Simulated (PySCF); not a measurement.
## Electronic structure of C$_{4}$H$_{13}$GaO$_{2}$Si (SMILES [SiH3][O][GaH2-][O+]1CCCC1) in real space

```yaml
atoms:
  - { symbol: Si, position_ang: [2.6207, -0.7785, -0.6861] }
  - { symbol: O, position_ang: [1.7694, -0.2710, 0.6168] }
  - { symbol: Ga, position_ang: [1.1911, 1.2919, 1.3753] }
  - { symbol: O, position_ang: [-0.8184, 0.9865, 0.8581] }
  - { symbol: C, position_ang: [-1.4160, -0.2400, 1.2976] }
  - { symbol: C, position_ang: [-1.3036, -1.1850, 0.1053] }
  - { symbol: C, position_ang: [-1.1966, -0.2436, -1.1119] }
  - { symbol: C, position_ang: [-1.2200, 1.1584, -0.5056] }
  - { symbol: H, position_ang: [1.9521, -1.9792, -1.2914] }
  - { symbol: H, position_ang: [4.0215, -1.1730, -0.3338] }
  - { symbol: H, position_ang: [2.6978, 0.2714, -1.7600] }
  - { symbol: H, position_ang: [1.0685, 1.1828, 2.9328] }
  - { symbol: H, position_ang: [1.4842, 2.5688, 0.5056] }
  - { symbol: H, position_ang: [-0.8777, -0.5696, 2.1953] }
  - { symbol: H, position_ang: [-2.4647, -0.0270, 1.5659] }
  - { symbol: H, position_ang: [-2.1683, -1.8605, 0.0479] }
  - { symbol: H, position_ang: [-0.3927, -1.7905, 0.1955] }
  - { symbol: H, position_ang: [-2.0184, -0.3773, -1.8291] }
  - { symbol: H, position_ang: [-0.2563, -0.4193, -1.6522] }
  - { symbol: H, position_ang: [-0.5290, 1.8751, -0.9679] }
  - { symbol: H, position_ang: [-2.2346, 1.5912, -0.5057] }
```

Geometry: PBE0-D3(BJ)/def2-SVP.

The calculation used PySCF, CAM-B3LYP/def2-SVPD, SCF density, gas phase.

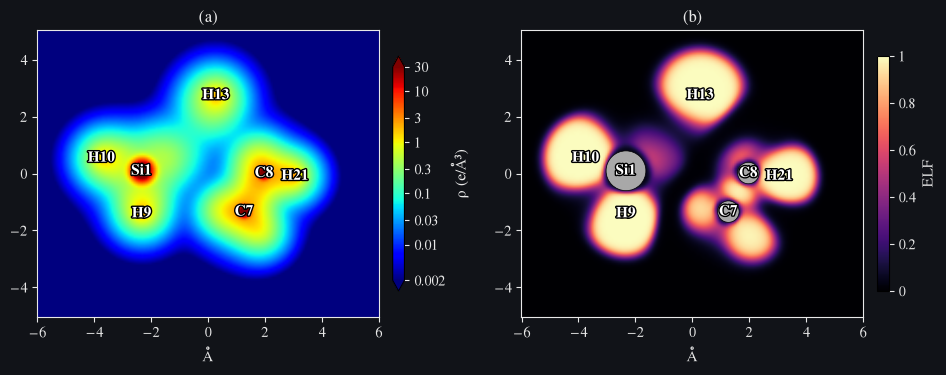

Figure 1. (a) total electron density; (b) electron localisation function on the plane of atoms C7, C8 and H21. Grey discs cover the atomic cores in the ELF map.

Question: What does the map show?

Answer:
- Atoms in the plane: Si, C and H.
- C–C (1.53 Å): the density is about 1.7 e/Å³ at the midpoint; the ELF peaks at about 0.95 between the atoms (a covalent bond).
- C–H (1.10 Å): the density is about 2 e/Å³ at the midpoint; the ELF climbs to about 1 towards the hydrogen, as it does in any bond to H; a covalent bond by its length.
- Si–H (1.50 Å): ρ is about 0.77 e/Å³ halfway; the ELF climbs to about 1 towards the hydrogen.

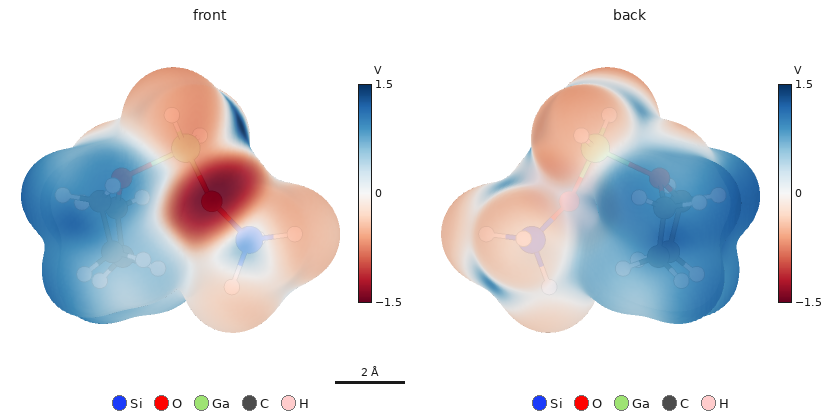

Figure 2. The molecular electrostatic potential painted on the density surface at 0.002 e/bohr³, seen from the front and from behind; red is negative and blue positive.

Question: Where is the surface potential most negative and most positive?

Answer: The most negative region (about −1.4 V) lies over O2, the most positive (about +1.3 V) over the C and Ga atoms. O2 is the likeliest acceptor of a hydrogen bond.

Question: What dipole moment does the calculation give?

Answer: Its dipole moment is 4.40 D.
